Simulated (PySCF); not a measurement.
B$_{2}$Cl$_{4}$ (SMILES ClB(Cl)B(Cl)Cl)

Input

```
{"job": {"xc": "PBE0", "basis": "pcSseg-1", "solvent": "benzene", "kind": "nmr", "pop": true}, "charge": 0, "multiplicity": 1}
Cl     1.732974     1.474949    -0.137963
B      0.827590    -0.011918    -0.031180
Cl     1.693022    -1.525754     0.014203
B     -0.892741     0.014434     0.027780
Cl    -1.796585    -1.472936     0.139370
Cl    -1.759837     1.527228    -0.022360
```

Command:

```sh
OMP_NUM_THREADS=1 python ens_run.py task.json out
```

Geometry: PBE0-D3(BJ)/def2-SVP.

Level of theory: PBE0/pcSseg-1, SCF density, in a benzene solvent model, non-relativistic in PySCF 2.14.0.

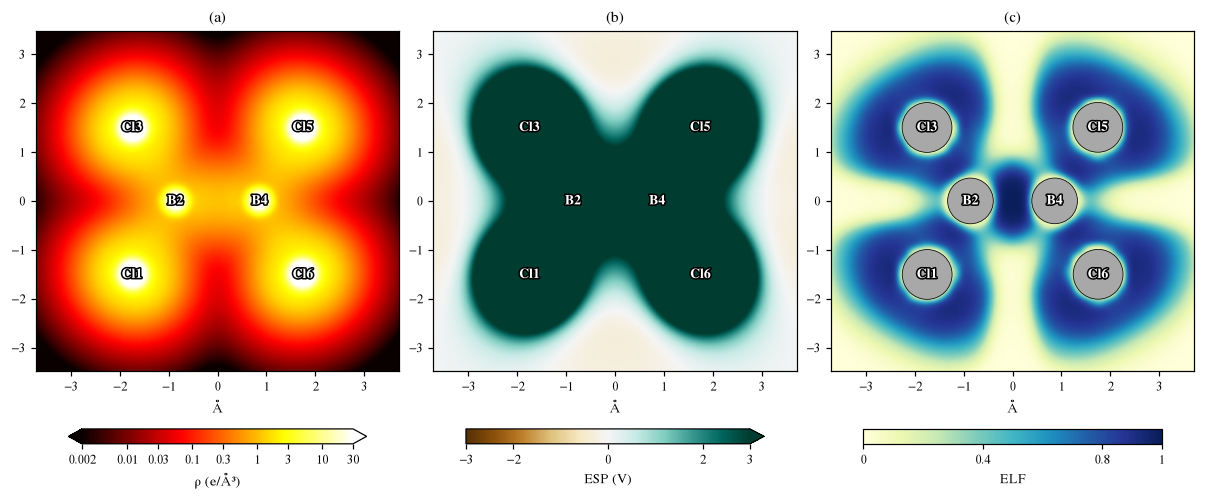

Figure 1. (a) electron density; (b) electrostatic potential; (c) ELF on the molecular plane. Grey discs cover the atomic cores in the ELF map.

What does the map show?

Answer.
- Atoms in the plane: Cl and B.
- B–B (1.72 Å): the density is about 1.1 e/Å³ at the midpoint; the ELF peaks at about 1 between the atoms; a shared electron pair.
- B–Cl (1.74 Å): ρ is about 1.4 e/Å³ halfway; the ELF peaks at about 0.90 between the atoms: a shared but strongly polarised pair.
- The ELF also peaks beside Cl1, Cl6, Cl5 and Cl3, away from the bonds: lone-pair regions.
- Outside the dense part of the molecule the potential is most negative (−0.3 V) near Cl1, Cl3, Cl5 and Cl6.

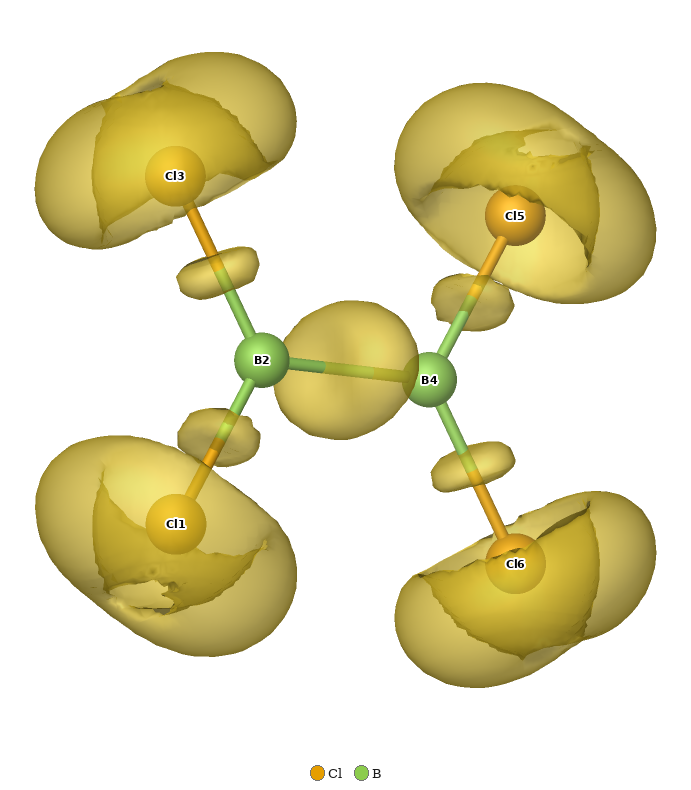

Figure 2. Isosurface of the ELF at 0.85 (yellow), seen at a tilt. Core shells and regions of very low density are left out.

Describe the localisation domains.

Answer. The ELF exceeds this value in one region between bonded B–B atoms (shared pairs), four regions between bonded B–Cl atoms (shared pairs) and four rings or bowls of non-bonding electrons around Cl.

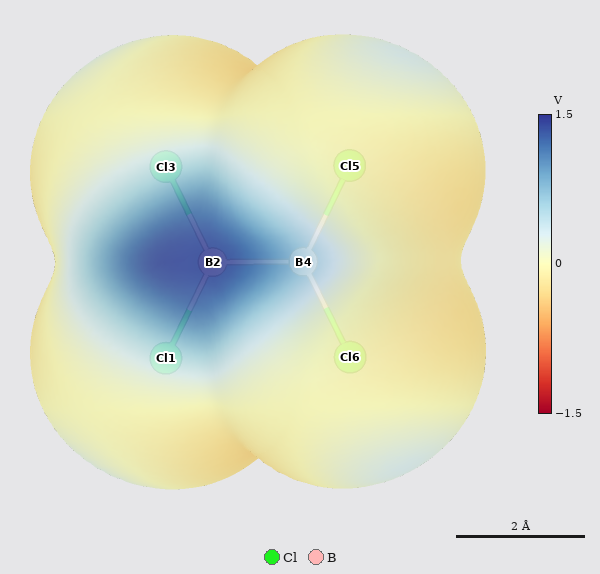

Figure 3. The molecular electrostatic potential painted on the density surface at 0.001 e/bohr³, seen at a tilt; the colour scale runs from red (negative) to blue (positive).

Describe the electrostatic potential map.

Answer. The most negative region (about −0.3 V) lies over Cl1, Cl3, Cl5 and Cl6, the most positive (about +1.4 V) over B2 and B4.
